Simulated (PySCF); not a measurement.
C7H13NSi2 (SMILES CC#CCCC[SiH2][SiH2]C#N)

```json
{"atom": "C", "x (Å)": "2.5690", "y (Å)": "2.3850", "z (Å)": "-0.3682"}
{"atom": "C", "x (Å)": "2.2956", "y (Å)": "0.9890", "z (Å)": "-0.1091"}
{"atom": "C", "x (Å)": "2.0794", "y (Å)": "-0.1697", "z (Å)": "0.1080"}
{"atom": "C", "x (Å)": "1.6989", "y (Å)": "-1.5467", "z (Å)": "0.3675"}
{"atom": "C", "x (Å)": "0.1702", "y (Å)": "-1.6673", "z (Å)": "0.4180"}
{"atom": "C", "x (Å)": "-0.4586", "y (Å)": "-1.3646", "z (Å)": "-0.9400"}
{"atom": "Si", "x (Å)": "-2.3398", "y (Å)": "-1.1068", "z (Å)": "-0.8403"}
{"atom": "Si", "x (Å)": "-2.7765", "y (Å)": "0.7786", "z (Å)": "0.4377"}
{"atom": "C", "x (Å)": "-1.5524", "y (Å)": "2.1130", "z (Å)": "-0.0240"}
{"atom": "N", "x (Å)": "-0.7957", "y (Å)": "2.9134", "z (Å)": "-0.3424"}
{"atom": "H", "x (Å)": "3.1305", "y (Å)": "2.8183", "z (Å)": "0.4593"}
{"atom": "H", "x (Å)": "1.6240", "y (Å)": "2.9174", "z (Å)": "-0.4747"}
{"atom": "H", "x (Å)": "3.1461", "y (Å)": "2.4936", "z (Å)": "-1.2865"}
{"atom": "H", "x (Å)": "2.1304", "y (Å)": "-1.8677", "z (Å)": "1.3206"}
{"atom": "H", "x (Å)": "2.0968", "y (Å)": "-2.1923", "z (Å)": "-0.4220"}
{"atom": "H", "x (Å)": "-0.2023", "y (Å)": "-0.9629", "z (Å)": "1.1683"}
{"atom": "H", "x (Å)": "-0.1074", "y (Å)": "-2.6749", "z (Å)": "0.7376"}
{"atom": "H", "x (Å)": "0.0053", "y (Å)": "-0.4578", "z (Å)": "-1.3384"}
{"atom": "H", "x (Å)": "-0.2122", "y (Å)": "-2.1702", "z (Å)": "-1.6350"}
{"atom": "H", "x (Å)": "-2.9645", "y (Å)": "-2.2947", "z (Å)": "-0.2357"}
{"atom": "H", "x (Å)": "-2.8757", "y (Å)": "-0.9905", "z (Å)": "-2.2035"}
{"atom": "H", "x (Å)": "-4.0731", "y (Å)": "1.4295", "z (Å)": "0.2131"}
{"atom": "H", "x (Å)": "-2.5928", "y (Å)": "0.6551", "z (Å)": "1.8901"}
```

Geometry: GFN2-xTB.

Level of theory: PBE0/pcSseg-1, SCF density, gas phase, non-relativistic (PySCF 2.14.0).

> Predict the electron density and electron localisation function between the atoms.

C–C (1.20 Å): ρ at the midpoint is about 2.7 e/Å³; the ELF peaks at about 0.85 between the atoms; a multiple bond.
C–H (1.09 Å): ρ at the midpoint is about 2 e/Å³; the ELF climbs to about 1 towards the hydrogen, as it does in any bond to H; an ordinary covalent bond to hydrogen.

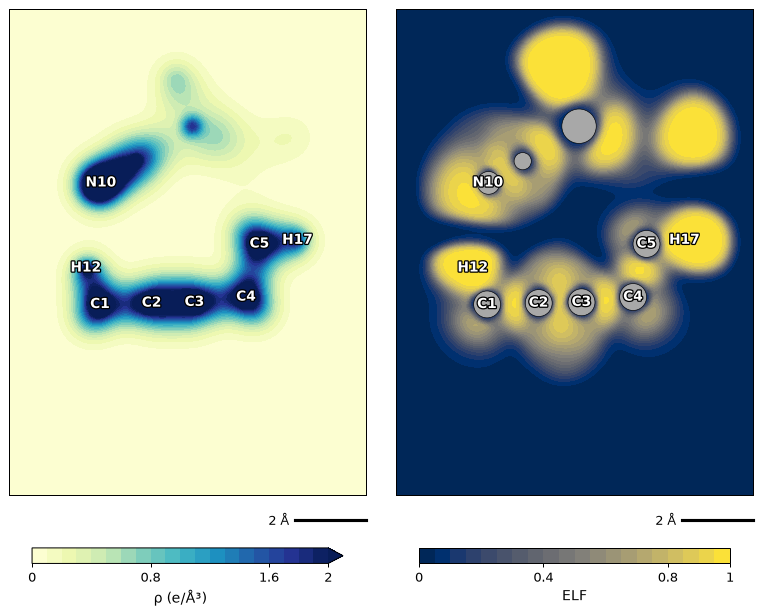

Computed electron density and electron localisation function on the plane of atoms C2, C1 and H12, in this order. Grey discs cover the atomic cores in the ELF map. 
